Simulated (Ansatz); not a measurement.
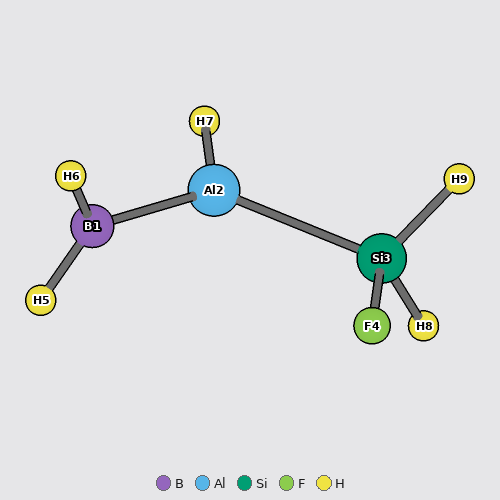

The system is AlBFH₅Si, SMILES [BH2][AlH][SiH2]F; the picture shows the reference structure. The first coordinate is: dihedral H5–B1–Al2–Si3; the second: dihedral B1–Al2–Si3–F4. Nothing is relaxed (all other coordinates rigid). The grid has 18 × 18 points. Energies are in cm⁻¹, from the relaxed molecule at the same level. Level of theory: Ansatz 0.2.0, RKS PBE0-D4/def2-SVP.

Its coordinates:

```yaml
atoms:
  - { symbol: B, position_ang: [-1.4626, 1.6320, -0.1315] }
  - { symbol: Al, position_ang: [0.4990, 0.8782, 0.0581] }
  - { symbol: Si, position_ang: [0.8282, -1.5685, 0.0684] }
  - { symbol: F, position_ang: [-0.6415, -2.2843, -0.0766] }
  - { symbol: H, position_ang: [-1.9745, 1.8545, -1.2078] }
  - { symbol: H, position_ang: [-2.1781, 1.8360, 0.8258] }
  - { symbol: H, position_ang: [1.7991, 1.7969, 0.1969] }
  - { symbol: H, position_ang: [1.6781, -2.0619, -1.0644] }
  - { symbol: H, position_ang: [1.4523, -2.0831, 1.3312] }
```

Range: dihedral H5–B1–Al2–Si3 from −180 to 160°; dihedral B1–Al2–Si3–F4 from −180 to 160°.

What will the energy surface look like?

The lowest grid point is at dihedral H5–B1–Al2–Si3 = −80°, dihedral B1–Al2–Si3–F4 = 0°, 40 cm⁻¹ from the relaxed molecule at the same level. The bottom of the well lies between grid points, at about dihedral H5–B1–Al2–Si3 = −90°, dihedral B1–Al2–Si3–F4 = 0°, about 40 cm⁻¹ lower on the interpolated surface. Higher local minima lie near dihedral H5–B1–Al2–Si3 = 100°, dihedral B1–Al2–Si3–F4 = 0° (25 cm⁻¹ above the lowest at that grid point); dihedral H5–B1–Al2–Si3 = −80°, dihedral B1–Al2–Si3–F4 = −180° (180 cm⁻¹ above the lowest at that grid point); dihedral H5–B1–Al2–Si3 = 100°, dihedral B1–Al2–Si3–F4 = −180° (209 cm⁻¹ above the lowest at that grid point). The highest grid point, dihedral H5–B1–Al2–Si3 = 0°, dihedral B1–Al2–Si3–F4 = −100°, lies 2292 cm⁻¹ above the lowest. On the interpolated surface the easiest way out of the lowest well to the well at about dihedral H5–B1–Al2–Si3 = −90°, dihedral B1–Al2–Si3–F4 = −180° passes a barrier of about 440 cm⁻¹, counted from the interpolated bottom of the well. Round the minimum the two coordinates are weakly coupled (coupling 0.12 in units of the two stiffnesses).

```csv
"dihedral B1–Al2–Si3–F4 ↓, dihedral H5–B1–Al2–Si3 →",−160,−120,−80,−40,0,40,80,120,160
160,1791,627,251,1192,2026,1247,290,632,1782
120,2046,827,413,1386,2279,1480,466,804,2009
80,2064,883,448,1372,2266,1520,515,814,1988
40,1780,592,211,1160,2006,1218,244,595,1756
0,1692,473,40,1030,1915,1126,90,430,1647
−40,1792,631,197,1124,2009,1258,263,555,1731
−80,2026,843,460,1422,2271,1474,501,848,2022
−120,2051,837,409,1376,2278,1488,470,795,2005
−160,1820,665,238,1148,2024,1289,305,597,1752
```

The table holds every second grid line.

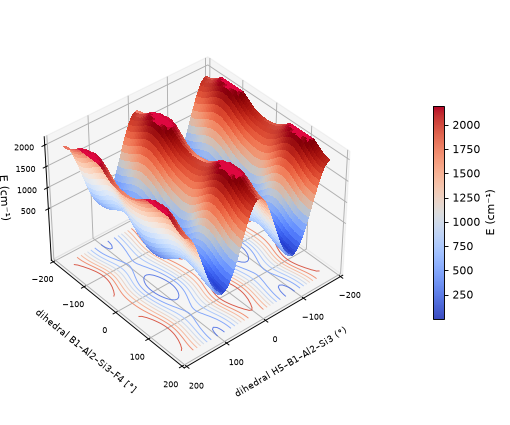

Drawn: a relief with its contours projected below, any walls above the top of the colour scale cut off. Between grid points the surface is interpolated.

The whole map (324 points run) took 8 min on 1 thread of AMD EPYC 9R45 96-Core Processor (Zen 5), with other jobs on the host.
